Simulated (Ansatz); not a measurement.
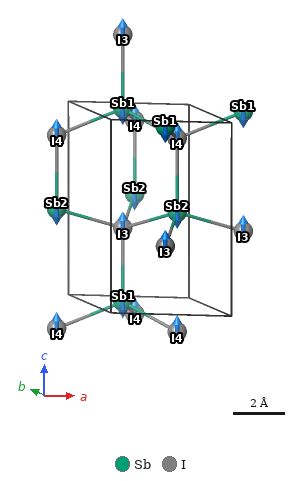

A relaxation of solid SbI (built on the wurtzite_186 type) (coarse preliminary run). The starting structure is drawn; blue arrows show the displacements (the part carried along by the change of the cell is left out), 3 times their true length.

The picture is a ball-and-stick view of the cell of the calculation, seen slightly off an axis.

Case: wurtzite type (P6_3mc, No. 186).

Computed with Ansatz 0.2.0, DFT PBE, scalar-relativistic, plane waves, PAW.

The input:
```yaml
crystal:
  lattice:
    - [4.814676, 0.0, 0.0]
    - [-2.4073379999, 4.1696317269, 0.0]
    - [0.0, 0.0, 7.7105375786]
  atoms:
    - { symbol: Sb, position: [0.3333333333, 0.6666666667, 0.0] }
    - { symbol: Sb, position: [0.6666666667, 0.3333333333, 0.5] }
    - { symbol: I, position: [0.3333333333, 0.6666666667, 0.3821] }
    - { symbol: I, position: [0.6666666667, 0.3333333333, 0.8821] }
basis:
  ecutwfc: 420
kpoints:
  mp_grid: { grid: [6, 6, 2] }
hamiltonian:
  xc: pbe
scf:
  occupations: { method: gaussian, width: 0.1 }
  lower_state_search: "off"
output:
  forces: true
  stress: true
  eigenvalues: true
relax:
  adjacent_minimum: "off"
  f_tol: 0.04
  max_steps: 70
  cell: { stress_tol: 0.4 }
```

Command:
```bash
ansatz run input.yaml --threads 1 --pin off --max-ram 2560MiB --backend cpu --events-out ev --progress --plain --runs-dir out
```

Q: What happened in the run?

A: The largest moves relative to the cell, 0.22 Å, are those of Sb1, Sb2, I3 and I4. I3 goes along +c. Largest moves by element: I 0.22 Å, Sb 0.22 Å. Cell: a = b 4.815 → 5.120 Å (+6.3 %), c 7.711 → 10.323 Å (+33.9 %). Volume +51.4 %. Some distances before and after: Sb1–I3 2.946 → 4.386 Å, Sb1–I4 2.925 → 3.056 Å. Bonds break: Sb1–I3 (2.95 → 4.39 Å), Sb2–I4 (2.95 → 4.39 Å). Among the angles between lasting bonds that change: I4–Sb1–I4 110.8° → 113.8°, Sb1–I4–Sb1 110.8° → 113.8°. The space group stays P6_3mc (No. 186). The energy falls by 414 meV per atom in 9 accepted moves (11 points after the start). The largest force component goes from 0.25 to 0.037 eV/Å. Pressure: 8.89 GPa at the start and 0.00 GPa at the end. The SCF was repeated twice at an unchanged geometry on a basis and grid sized afresh for the cell, which shifted the energy by 16.0 meV per atom at most. The run took 56 s on 1 thread of Intel(R) Xeon(R) 6975P-C (Granite Rapids), with other jobs on the host, peak memory 0.5 GiB.

Limits of the set-up: the k-point mesh is coarse for a cell with partly filled bands.
